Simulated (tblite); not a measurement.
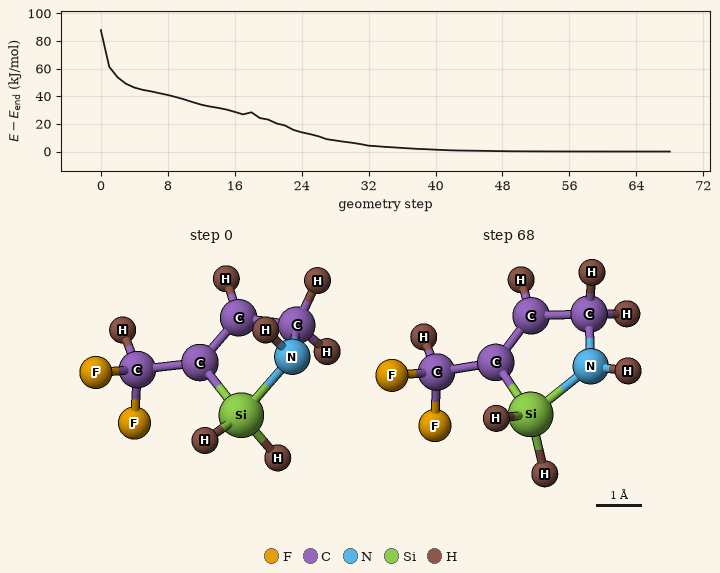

First and last geometry of a relaxation of C₄H₇F₂NSi, with the history of the run. The picture is a ball-and-stick view, seen at a tilt.

The calculation used GFN2-xTB geometry optimisation, gas phase (tblite 0.8.0). 

Q: Read the history and describe the run.

A: It converged. An H atom moves most after the best rigid fit: 1.77 Å. By element the largest moves are H 1.77 Å, N 0.39 Å, C 0.28 Å, Si 0.25 Å, F 0.25 Å. Some distances before and after: N–Si 1.821 → 1.716 Å, H–N 1.071 → 1.004 Å, C–C 1.451 → 1.492 Å, C–F 1.400 → 1.363 Å. Bond angles that change, for instance: Si–N–H 104.5° → 127.4°, C–N–Si 96.4° → 117.1°, N–Si–H 106.4° → 114.4°. Groups turn about C–C by about 30°, C–Si by about 25°. Over 68 geometry steps the energy falls by 87.9 kJ/mol. The run took 0.7 s on 1 thread of Intel(R) Xeon(R) Processor @ 2.70GHz (shared host).
